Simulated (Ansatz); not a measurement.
AlN$_{2}$H$_{6}$F$_{3}$: nudged elastic band (part 2 of 2)

Continued. System: AlN$_{2}$H$_{6}$F$_{3}$. Method: RKS revPBE-D4/def2-SVP (Ansatz 0.2.0). It belongs to a series of runs on one base structure; here: band between the two ends.

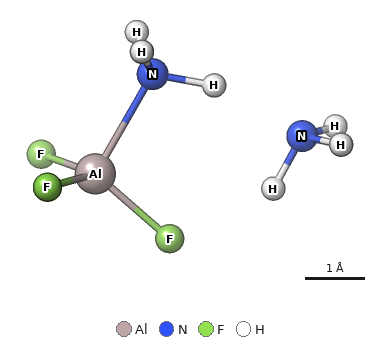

*The starting structure (ball-and-stick view, seen at a tilt). Sticks mark near contacts.*

The last band as extended XYZ, continued
```
12
Properties=species:S:1:pos:R:3:forces:R:3 image=5 energy=-17817.61594
Al   -0.1447   -1.6732    0.4792   -0.0240   0.0422  -0.0204
N    -1.0610   -0.1247   -0.3608   -0.0353  -0.0266  -0.0138
F    -0.1084   -2.8131   -0.7695    0.0278  -0.0109   0.0211
F    -1.1173   -2.0094    1.8210    0.0336  -0.0139   0.0104
H     1.5562    0.9350    0.3001    0.1622   0.2468  -0.0191
F     1.3766   -0.9840    0.8569   -0.0005  -0.0223   0.0054
H    -0.3564    0.6973   -0.3579    0.0330   0.0128   0.0248
N     1.0303    1.6973   -0.1501   -0.9372  -0.4495  -0.2002
H    -1.9036    0.1608    0.1552   -0.0363  -0.0277  -0.0080
H    -1.3407   -0.3170   -1.3317   -0.0407  -0.0250  -0.0035
H     1.3230    1.9586   -1.0916    0.3730   0.1811   0.2105
H     0.7458    2.4725    0.4493    0.4445   0.0933  -0.0073
12
Properties=species:S:1:pos:R:3:forces:R:3 image=6 energy=-17817.49349
Al   -0.1417   -1.6771    0.4807   -0.0287   0.0535  -0.0278
N    -1.0571   -0.1219   -0.3627   -0.0216  -0.0293  -0.0052
F    -0.1075   -2.8118   -0.7715    0.0224  -0.0118   0.0155
F    -1.1213   -2.0096    1.8173    0.0255  -0.0124   0.0116
H     1.5437    0.9187    0.3044    0.2230   0.1641   0.0340
F     1.3751   -0.9824    0.8582    0.0124  -0.0172   0.0095
H    -0.3595    0.6956   -0.3594    0.0646   0.0351   0.0283
N     1.0951    1.7297   -0.1333   -1.0175  -0.5230  -0.2172
H    -1.9013    0.1615    0.1526   -0.0222  -0.0174  -0.0068
H    -1.3358   -0.3159   -1.3339   -0.0264  -0.0139  -0.0017
H     1.2978    1.9472   -1.1041    0.3775   0.2031   0.1097
H     0.7124    2.4662    0.4517    0.3912   0.1693   0.0502
12
Properties=species:S:1:pos:R:3:forces:R:3 image=7 energy=-17817.38676
Al   -0.1416   -1.6808    0.4813   -0.0258   0.0428  -0.0195
N    -1.0541   -0.1190   -0.3659   -0.0111  -0.0229  -0.0024
F    -0.1083   -2.8104   -0.7743    0.0144  -0.0119   0.0065
F    -1.1294   -2.0093    1.8117    0.0164  -0.0084   0.0084
H     1.5282    0.9069    0.3075    0.1736   0.0510   0.0560
F     1.3709   -0.9828    0.8610    0.0195  -0.0091   0.0103
H    -0.3628    0.6936   -0.3615    0.0561   0.0348   0.0243
N     1.1642    1.7639   -0.1145   -0.7165  -0.3908  -0.1602
H    -1.9001    0.1636    0.1474   -0.0099  -0.0086  -0.0046
H    -1.3304   -0.3135   -1.3380   -0.0139  -0.0054  -0.0006
H     1.2772    1.9338   -1.1067    0.2660   0.1594   0.0079
H     0.6860    2.4541    0.4521    0.2314   0.1690   0.0740
12
Properties=species:S:1:pos:R:3:forces:R:3 image=8 energy=-17817.32562
Al   -0.1304   -1.6867    0.4778   -0.0148   0.0233  -0.0058
N    -1.0525   -0.1219   -0.3653   -0.0004  -0.0130  -0.0033
F    -0.0963   -2.8078   -0.7842    0.0060  -0.0099  -0.0015
F    -1.1190   -2.0201    1.8055    0.0072  -0.0037   0.0043
H     1.5071    0.9092    0.3043    0.0674  -0.0042   0.0343
F     1.3755   -0.9777    0.8557    0.0155  -0.0026   0.0070
H    -0.3719    0.6903   -0.3606    0.0240   0.0197   0.0180
N     1.2230    1.8066   -0.0959   -0.2853  -0.1740  -0.0733
H    -1.8997    0.1542    0.1502   -0.0013  -0.0010  -0.0018
H    -1.3288   -0.3153   -1.3379   -0.0054  -0.0003  -0.0007
H     1.2411    1.9293   -1.1023    0.1113   0.0787  -0.0196
H     0.6518    2.4398    0.4527    0.0759   0.0871   0.0425
12
Properties=species:S:1:pos:R:3:forces:R:3 image=9 energy=-17817.30911
Al   -0.1224   -1.6932    0.4715   -0.0070  -0.0057  -0.0037
N    -1.0523   -0.1227   -0.3638    0.0038  -0.0060  -0.0072
F    -0.0912   -2.8036   -0.7993   -0.0014  -0.0016  -0.0005
F    -1.1113   -2.0319    1.7965   -0.0018  -0.0003   0.0027
H     1.4881    0.9153    0.2998    0.0035   0.0067  -0.0058
F     1.3785   -0.9767    0.8472    0.0119   0.0043   0.0047
H    -0.3805    0.6884   -0.3585   -0.0051   0.0057   0.0127
N     1.2839    1.8477   -0.0763   -0.0165  -0.0174  -0.0008
H    -1.8993    0.1482    0.1550    0.0018   0.0035   0.0003
H    -1.3294   -0.3121   -1.3371   -0.0022   0.0004  -0.0012
H     1.2080    1.9230   -1.0887    0.0098   0.0101   0.0071
H     0.6277    2.4176    0.4538    0.0032   0.0003  -0.0084
12
Properties=species:S:1:pos:R:3:forces:R:3 image=10 energy=-17817.31029
Al   -0.1249   -1.6970    0.4874    0.0015   0.0036  -0.0010
N    -1.0612   -0.1202   -0.3402   -0.0222  -0.0223   0.0014
F    -0.0978   -2.7913   -0.7967    0.0004  -0.0063  -0.0013
F    -1.1222   -2.0422    1.8039   -0.0015  -0.0018   0.0038
H     1.5059    0.9391    0.2772    0.0015  -0.0067   0.0026
F     1.3704   -0.9752    0.8687   -0.0006   0.0047  -0.0033
H    -0.3932    0.6852   -0.3538    0.0195   0.0189   0.0018
N     1.3538    1.8811   -0.1063   -0.0058   0.0117  -0.0065
H    -1.8962    0.1573    0.1947   -0.0009   0.0015  -0.0007
H    -1.3581   -0.3132   -1.3070   -0.0006  -0.0002  -0.0033
H     1.1986    1.8774   -1.1167    0.0035  -0.0007   0.0056
H     0.6247    2.3990    0.3889    0.0052  -0.0023   0.0009
```

This output came from the following input.

The input
```yaml
crystal:
  periodic: [false, false, false]
  atoms:
    - { symbol: Al, position_ang: [-0.126888, -1.659846, 0.474709] }
    - { symbol: "N", position_ang: [-1.125119, -0.154234, -0.36336] }
    - { symbol: F, position_ang: [-0.069344, -2.809309, -0.763809] }
    - { symbol: F, position_ang: [-1.059397, -2.01969, 1.838195] }
    - { symbol: H, position_ang: [1.475322, 0.944354, 0.258989] }
    - { symbol: F, position_ang: [1.384337, -0.940767, 0.830888] }
    - { symbol: H, position_ang: [-0.4781, 0.704732, -0.397827] }
    - { symbol: "N", position_ang: [0.946797, 1.712648, -0.192195] }
    - { symbol: H, position_ang: [-1.970379, 0.086666, 0.171869] }
    - { symbol: H, position_ang: [-1.425856, -0.383829, -1.320321] }
    - { symbol: H, position_ang: [1.500362, 2.016996, -1.004061] }
    - { symbol: H, position_ang: [0.948066, 2.502282, 0.467023] }
basis:
  gaussian: { orbitals: def2-SVP }
hamiltonian:
  xc: revpbe
  dispersion: d4
neb:
  order_check: false
  images: 9
  f_tol: 0.05
  max_iterations: 60
  final_atoms:
    - { symbol: Al, position_ang: [-0.12489322, -1.69701212, 0.4874087] }
    - { symbol: "N", position_ang: [-1.06120718, -0.12021908, -0.34018575] }
    - { symbol: F, position_ang: [-0.09777434, -2.79130278, -0.79671197] }
    - { symbol: F, position_ang: [-1.12219434, -2.04217659, 1.80388535] }
    - { symbol: H, position_ang: [1.50585371, 0.93908114, 0.27721245] }
    - { symbol: F, position_ang: [1.37036164, -0.97522748, 0.86871592] }
    - { symbol: H, position_ang: [-0.39316134, 0.68518864, -0.35380374] }
    - { symbol: "N", position_ang: [1.35375481, 1.88110851, -0.106279] }
    - { symbol: H, position_ang: [-1.89615249, 0.15734269, 0.1946623] }
    - { symbol: H, position_ang: [-1.35810711, -0.31317546, -1.30701394] }
    - { symbol: H, position_ang: [1.19862584, 1.87740443, -1.11671922] }
    - { symbol: H, position_ang: [0.62469504, 2.3989911, 0.3889289] }
  initial_path:
    images:
      - { positions_ang: [[-0.126888, -1.659846, 0.474709], [-1.125119, -0.154234, -0.36336], [-0.069344, -2.809309, -0.763809], [-1.059397, -2.01969, 1.838195], [1.475322, 0.944354, 0.258989], [1.384337, -0.940767, 0.830888], [-0.4781, 0.704732, -0.397827], [0.946797, 1.712648, -0.192195], [-1.970379, 0.086666, 0.171869], [-1.425856, -0.383829, -1.320321], [1.500362, 2.016996, -1.004061], [0.948066, 2.502282, 0.467023]] }
      - { positions_ang: [[-0.14369057, -1.68396539, 0.47577458], [-1.1456012, -0.12483739, -0.37591702], [-0.02417367, -2.81964538, -0.75058739], [-1.02422954, -2.04806698, 1.85561192], [1.45875991, 0.85737176, 0.28380582], [1.4091128, -0.87434574, 0.83047234], [-0.43733707, 0.75173319, -0.39598965], [0.9328809, 1.68884781, -0.19286277], [-1.98340555, 0.13248105, 0.1553556], [-1.43951887, -0.33851216, -1.33440353], [1.47309133, 1.98159576, -1.01151123], [0.92391253, 2.47734647, 0.46035134]] }
      - { positions_ang: [[-0.16049313, -1.70808478, 0.47684016], [-1.1660834, -0.09544078, -0.38847404], [0.02099665, -2.82998176, -0.73736579], [-0.98906209, -2.07644397, 1.87302884], [1.44219782, 0.77038952, 0.30862263], [1.4338886, -0.80792447, 0.83005668], [-0.39657414, 0.79873438, -0.39415229], [0.91896479, 1.66504761, -0.19353054], [-1.99643209, 0.17829611, 0.1388422], [-1.45318174, -0.29319531, -1.34848607], [1.44582066, 1.94619551, -1.01896147], [0.89975906, 2.45241094, 0.45367968]] }
      - { positions_ang: [[-0.1772957, -1.73220417, 0.47790574], [-1.18656561, -0.06604417, -0.40103105], [0.06616698, -2.84031814, -0.72414418], [-0.95389463, -2.10482095, 1.89044576], [1.42563573, 0.68340728, 0.33343945], [1.45866441, -0.74150321, 0.82964102], [-0.35581121, 0.84573556, -0.39231494], [0.90504869, 1.64124742, -0.19419831], [-2.00945864, 0.22411116, 0.1223288], [-1.46684461, -0.24787847, -1.3625686], [1.41854999, 1.91079527, -1.0264117], [0.87560559, 2.42747541, 0.44700802]] }
      - { positions_ang: [[-0.19409826, -1.75632356, 0.47897131], [-1.20704781, -0.03664757, -0.41358807], [0.11133731, -2.85065451, -0.71092257], [-0.91872717, -2.13319793, 1.90786268], [1.40907365, 0.59642504, 0.35825627], [1.48344021, -0.67508194, 0.82922536], [-0.31504828, 0.89273675, -0.39047758], [0.89113258, 1.61744723, -0.19486608], [-2.02248518, 0.26992621, 0.1058154], [-1.48050748, -0.20256162, -1.37665114], [1.39127932, 1.87539503, -1.03386194], [0.85145212, 2.40253988, 0.44033636]] }
      - { positions_ang: [[-0.21090083, -1.78044295, 0.48003689], [-1.22753001, -0.00725096, -0.42614509], [0.15650764, -2.86099089, -0.69770097], [-0.88355972, -2.16157491, 1.9252796], [1.39251156, 0.5094428, 0.38307308], [1.50821601, -0.60866068, 0.8288097], [-0.27428535, 0.93973794, -0.38864023], [0.87721648, 1.59364704, -0.19553385], [-2.03551173, 0.31574126, 0.089302], [-1.49417035, -0.15724478, -1.39073367], [1.36400865, 1.83999478, -1.04131217], [0.82729865, 2.37760434, 0.4336647]] }
      - { positions_ang: [[-0.19369931, -1.76375678, 0.48151125], [-1.19426544, -0.02984458, -0.40895322], [0.10565124, -2.84705327, -0.71750317], [-0.93128664, -2.13769525, 1.90100075], [1.41517999, 0.59537047, 0.36190096], [1.48064514, -0.68197404, 0.83679094], [-0.29806055, 0.88882808, -0.38167293], [0.97252414, 1.65113933, -0.17768288], [-2.00763988, 0.28406155, 0.11037406], [-1.4669577, -0.18843092, -1.37398972], [1.33093209, 1.84747671, -1.05639358], [0.78677793, 2.3818817, 0.42471754]] }
      - { positions_ang: [[-0.17649778, -1.74707062, 0.48298561], [-1.16100088, -0.05243821, -0.39176135], [0.05479485, -2.83311565, -0.73730537], [-0.97901357, -2.11381558, 1.8767219], [1.43784842, 0.68129814, 0.34072883], [1.45307426, -0.7552874, 0.84477219], [-0.32183575, 0.83791822, -0.37470563], [1.06783181, 1.70863163, -0.15983191], [-1.97976803, 0.25238183, 0.13144612], [-1.43974506, -0.21961705, -1.35724578], [1.29785552, 1.85495864, -1.07147499], [0.74625721, 2.38615905, 0.41577038]] }
      - { positions_ang: [[-0.15929626, -1.73038445, 0.48445997], [-1.12773631, -0.07503183, -0.37456949], [0.00393845, -2.81917802, -0.75710757], [-1.02674049, -2.08993592, 1.85244305], [1.46051685, 0.7672258, 0.31955671], [1.42550339, -0.82860076, 0.85275343], [-0.34561094, 0.78700836, -0.36773834], [1.16313947, 1.76612392, -0.14198094], [-1.95189618, 0.22070212, 0.15251818], [-1.41253241, -0.25080319, -1.34050183], [1.26477896, 1.86244057, -1.0865564], [0.70573648, 2.3904364, 0.40682322]] }
      - { positions_ang: [[-0.14209474, -1.71369829, 0.48593433], [-1.09447175, -0.09762546, -0.35737762], [-0.04691794, -2.8052404, -0.77690977], [-1.07446742, -2.06605625, 1.8281642], [1.48318528, 0.85315347, 0.29838458], [1.39793252, -0.90191412, 0.86073468], [-0.36938614, 0.7360985, -0.36077104], [1.25844714, 1.82361622, -0.12412997], [-1.92402434, 0.1890224, 0.17359024], [-1.38531976, -0.28198932, -1.32375788], [1.2317024, 1.8699225, -1.10163781], [0.66521576, 2.39471375, 0.39787606]] }
      - { positions_ang: [[-0.12489322, -1.69701212, 0.4874087], [-1.06120718, -0.12021908, -0.34018575], [-0.09777434, -2.79130278, -0.79671197], [-1.12219434, -2.04217659, 1.80388535], [1.50585371, 0.93908114, 0.27721245], [1.37036164, -0.97522748, 0.86871592], [-0.39316134, 0.68518864, -0.35380374], [1.35375481, 1.88110851, -0.106279], [-1.89615249, 0.15734269, 0.1946623], [-1.35810711, -0.31317546, -1.30701394], [1.19862584, 1.87740443, -1.11671922], [0.62469504, 2.3989911, 0.3889289]] }
```

Launched with:
```bash
ansatz run input.yaml --threads 2 --pin off --max-ram 3072MiB --backend cpu --events-out ev --progress --plain --runs-dir out
```

Results in brief

- outcome: converged
- barrier, forward: 0.469 eV
- barrier, backward: 0.001 eV
- hardware: 2 threads of Arm Neoverse V2, 24 GiB of memory available, shared host
- wall time: 14 min (CPU time 27 min)
- peak memory: 0.14 GiB

The order of the saddle point was not checked.
